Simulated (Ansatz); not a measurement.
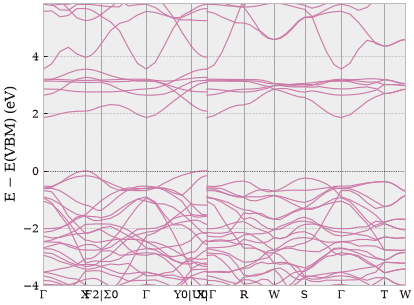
*Band structure from DFT-r²SCAN in the program Ansatz with PAW potentials*

Question: Read off the gap and where the band edges lie.

Answer: About 1.9 eV (1.86 eV by a search for the band edges); maximum at X, minimum at Γ.

The material is TiZn2O4 in space group Imma (No. 74; Pearson symbol oI28).

The workflow started from a Materials Project entry (that database holds measured and hypothetical structures alike); the Crystallography Open Database copy checked does not list it. COD files the formula under space group No. 95. With Ti and Zn taken as one species the cell has the higher symmetry Fd-3m, so it may be an ordered model of a mixed-site phase. Whether it is the stable phase at ambient conditions was not checked. The r²SCAN relaxation kept the symmetry of its start; whether a distortion lowers the energy is not shown. The run is not spin-polarised.

Potentials: the later of the program's two PAW sets.
